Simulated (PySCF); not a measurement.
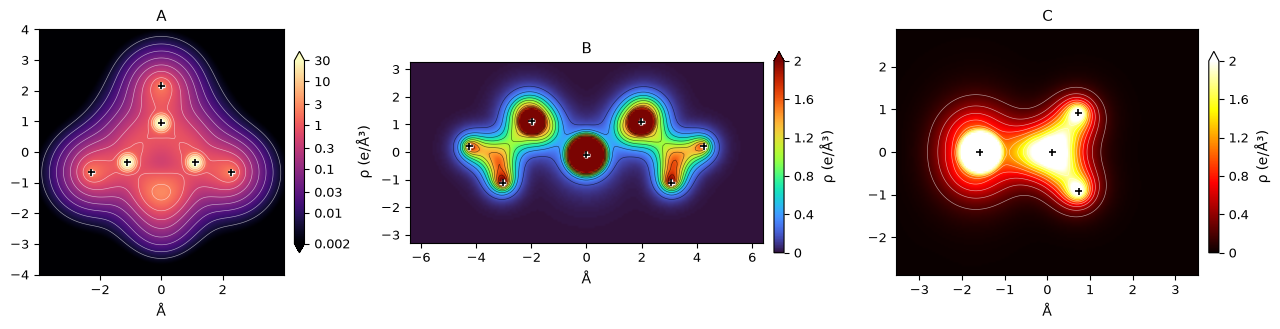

The electron density of 3 systems, each on a plane through atoms (crosses mark nuclei in the plane).

Theory: DFT single point, gas phase, functional TPSSh (PySCF).

System 1: CH$_{2}$P (charge −1), the molecular plane. Geometry: PBE0-D3(BJ)/ma-def2-SVP.

```xyz
4

C    -0.5328   -0.0465   -0.0180
P     0.9962   -0.7667    0.0073
H    -1.4843   -0.6122    0.0157
H    -0.7007    1.0470   -0.0706
```

System 2: B$_{4}$H$_{5}$N (charge −1, doublet), the plane of atoms B2, B4 and B5. Geometry: BP86-D3(BJ)/ma-def2-SVP.

| atom | x (Å) | y (Å) | z (Å) |
| --- | --- | --- | --- |
| B | -0.0361 | 0.5094 | 0.7611 |
| B | 0.8199 | -0.8929 | 0.0427 |
| N | 0.6841 | 0.4797 | -0.6574 |
| B | -0.8530 | -0.9526 | 0.3382 |
| B | -0.8405 | 0.2845 | -0.8271 |
| H | 0.1676 | 1.3977 | 1.5705 |
| H | 1.9082 | -1.4169 | 0.2566 |
| H | 1.3490 | 1.2036 | -0.9440 |
| H | -1.6593 | -1.6359 | 0.9494 |
| H | -1.5211 | 1.0157 | -1.5398 |

System 3: C$_{2}$H$_{6}$S$_{2}$Zn (charge −1, doublet), the plane of atoms S2, Zn1 and S7. Geometry: PBE-D3(BJ)/ma-def2-SVP.

```yaml
atoms:
  - { symbol: Zn, position_ang: [-0.0262, -0.0112, -0.0130] }
  - { symbol: S, position_ang: [1.2070, -0.3443, 1.9305] }
  - { symbol: C, position_ang: [0.2122, -1.5907, 2.8445] }
  - { symbol: H, position_ang: [-0.8718, -1.3537, 2.8090] }
  - { symbol: H, position_ang: [0.5351, -1.5986, 3.9067] }
  - { symbol: H, position_ang: [0.3568, -2.6113, 2.4325] }
  - { symbol: S, position_ang: [1.0216, 1.1066, -1.7643] }
  - { symbol: C, position_ang: [-0.3872, 1.5324, -2.8664] }
  - { symbol: H, position_ang: [-1.1115, 0.6943, -2.9418] }
  - { symbol: H, position_ang: [0.0037, 1.7521, -3.8821] }
  - { symbol: H, position_ang: [-0.9333, 2.4290, -2.5048] }
```

Which map belongs to which system?

Answer. Panel A is system 2, B$_{4}$H$_{5}$N: the plane holds B and H. B–B (1.70 Å): ρ is about 0.9 e/Å³ halfway. Panel B is system 3, C$_{2}$H$_{6}$S$_{2}$Zn: the plane holds Zn, S and H. Zn–S (2.33 Å): ρ at the midpoint is about 0.5 e/Å³, with its minimum of 0.45 e/Å³ about 1.0 Å from Zn. Panel C is system 1, CH$_{2}$P: the plane holds C, P and H. C–P (1.69 Å): ρ is about 1.3 e/Å³ halfway.
